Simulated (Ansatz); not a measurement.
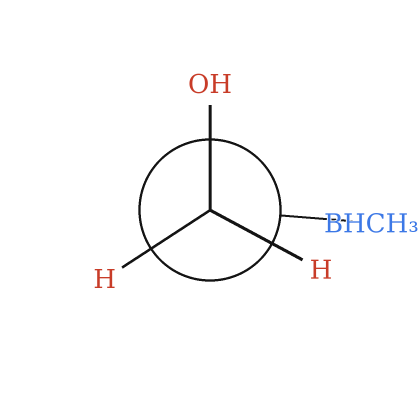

A Newman projection along the C–O bond, carbon in front; angles are drawn as computed, but eclipsed bonds slightly apart. The computed structure is the end point of a PBE-D4/def2-SVP optimisation. No frequency run is at hand to confirm it as a minimum.

Question: Which molecule is it?

Answer: C2H7BO2, CBOCO

Question: What is the torsion angle from the front OH to the back BHCH3? The sign is positive where the front bond must turn clockwise to cover the back bond.

Answer: 94°, about perpendicular.
